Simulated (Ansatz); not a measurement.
**C2H3Cl2Si (SMILES [H]/[C]=C/[SiH](Cl)Cl): UPBE0/def2-SVP**

What is the electronic atomisation energy of C2H3Cl2Si at UPBE0/def2-SVP? 

The results are computed with Ansatz 0.2.0.

61 further runs of the same task are left out: 61 set aside as unsound or not needed.

### 1 Starting point

C2H3Cl2Si has 8 atoms, charge 0, and is taken as a doublet. SMILES: `[H]/[C]=C/[SiH](Cl)Cl`. The coordinates come from a PBE0-D4/def2-TZVP relaxation. This is one conformer, not always the lowest.

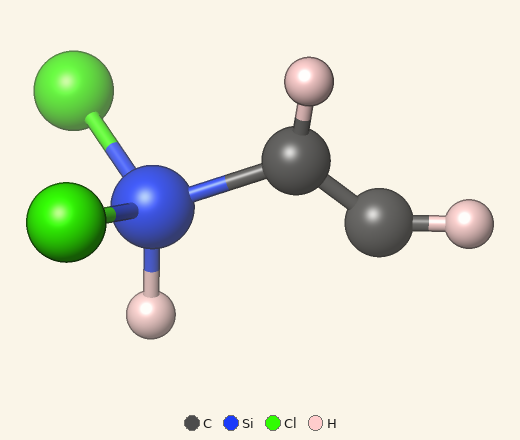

Viewed from a chosen angle; carbon dark grey, silicon blue, chlorine green, hydrogen pink.

### 2 The energy at UPBE0/def2-SVP

job.yaml reads:

```yaml
basis:
  gaussian:
    orbitals: def2-SVP
crystal:
  periodic: [false, false, false]
  atoms:
    - symbol: C
      position_ang: [-0.467200, 1.549800, 0.659300]
    - symbol: C
      position_ang: [-0.193600, 0.279100, 0.737900]
    - symbol: Si
      position_ang: [0.301600, -0.635800, -0.791100]
    - symbol: Cl
      position_ang: [-1.013100, -2.166600, -1.130900]
    - symbol: Cl
      position_ang: [2.164100, -1.443500, -0.534600]
    - symbol: H
      position_ang: [-0.772500, 2.376400, 1.285600]
    - symbol: H
      position_ang: [-0.249600, -0.262100, 1.689000]
    - symbol: H
      position_ang: [0.322500, 0.245600, -1.971100]
magnetization:
  spin_polarized: true
  initial_magnetization: 1
hamiltonian:
  xc: {name: PBE0}
accuracy: high
output:
  orbitals: {seedname: orbitals}
```

Command:

```console
$ ansatz run job.yaml --threads 1 --pin off --max-ram 3480MiB --events-out events.jsonl --progress --plain --runs-dir runs
```

Standard output:

```text
Warning: RAYON_NUM_THREADS=1 ignored (pool sized by the plan → 1); use --threads N
Functional definition: PBE0
  name "PBE0"
  parameter a = 0.25
  parameter kappa = 0.804
  parameter beta = 0.06672455060314922
  exchange = (1 - a)*pbe_x(kappa = kappa, mu = beta*pi^2/3) + a*exact_x
  correlation = pbe_c(beta = beta)
2058 factors; integrals over basis functions are off by at most 5.3e-9 eV
mean field evaluation 1: about -35016.1315 eV, gradient 2.5e1 eV
mean field evaluation 2: about -35015.8128 eV, gradient 2.6e1 eV
mean field evaluation 4: about -35019.5985 eV, gradient 1.4e0 eV
mean field evaluation 8: about -35019.8161 eV, gradient 1.8e-1 eV
mean field evaluation 16: about -35019.8170 eV, gradient 7.4e-4 eV
mean field -35019.81702816 eV, -1286.9545385002 hartree, gradient 7.5e-8 eV, S^2 0.763945; 0 other end points of the search recorded, 0 dependent functions left out
reference -35019.81703034 eV, -1286.9545385805 hartree; 32, 31 occupied and 65, 66 virtual orbitals, 2058 factors
Total energy: -35019.81703034 eV, -1286.9545385805 hartree
```

It took 20 s on 1 thread of Arm Neoverse V1, shared host; peak memory 0.54 GiB.

### 3 The C atom at the same level

job.yaml reads:

```yaml
crystal:
  periodic: [false, false, false]
  atoms:
    - {symbol: C, position_ang: [0.000000, 0.000000, 0.000000]}
basis:
  gaussian: {orbitals: def2-SVP}
magnetization: {spin_polarized: true, initial_magnetization: 2}
hamiltonian: {xc: pbe0}
accuracy: high
```

Run the same way, it converges to -37.76066 Eh (log not shown).

### 4 The Cl atom at the same level

run.yaml reads:

```yaml
basis:
  gaussian: {orbitals: def2-SVP}
crystal:
  periodic: [false, false, false]
  atoms:
    - symbol: Cl
      position_ang: [0.000000, 0.000000, 0.000000]
magnetization: {spin_polarized: true, initial_magnetization: 1}
hamiltonian: {xc: {name: PBE0}}
accuracy: high
```

Run the same way, it converges to -459.83853 Eh (log not shown).

### 5 The H atom, same level

molecule.yaml reads:

```yaml
crystal:
  periodic: [false, false, false]
  atoms:
    - {symbol: H, position_ang: [0.000000, 0.000000, 0.000000]}
basis:
  gaussian:
    orbitals: def2-SVP
magnetization:
  spin_polarized: true
  initial_magnetization: 1
hamiltonian:
  xc: {name: PBE0}
accuracy: high
```

Run the same way, it converges to -0.50029 Eh (log not shown).

### 6 The Si atom at the same level

molecule.yaml reads:

```yaml
basis:
  gaussian:
    orbitals: def2-SVP
crystal:
  periodic: [false, false, false]
  atoms:
    - symbol: Si
      position_ang: [0.000000, 0.000000, 0.000000]
total_charge: 0
magnetization:
  spin_polarized: true
  initial_magnetization: 2
hamiltonian:
  xc: {name: PBE0}
accuracy: high
```

Run the same way, it converges to -289.15194 Eh (log not shown).

### 7 Results

At UPBE0/def2-SVP:

| quantity | value |
| --- | --- |
| molecule: total energy | -1286.95454 Eh |
| molecule: HOMO energy (highest over α and β) | -7.13 eV |
| molecule: LUMO energy (lowest over α and β) | -2.18 eV |
| molecule: ⟨S²⟩ | 0.764 |
| C atom: total energy | -37.76066 Eh |
| C atom: ⟨S²⟩ | 2.002 |
| Cl atom: total energy | -459.83853 Eh |
| Cl atom: ⟨S²⟩ | 0.752 |
| H atom: total energy | -0.50029 Eh |
| H atom: ⟨S²⟩ | 0.750 |
| Si atom: total energy | -289.15194 Eh |
| Si atom: ⟨S²⟩ | 2.004 |
| electronic atomisation energy | 30.023 eV |

Taking the molecule apart into free atoms costs 30.02 eV (692 kcal/mol), before zero-point energy and without spin-orbit coupling.
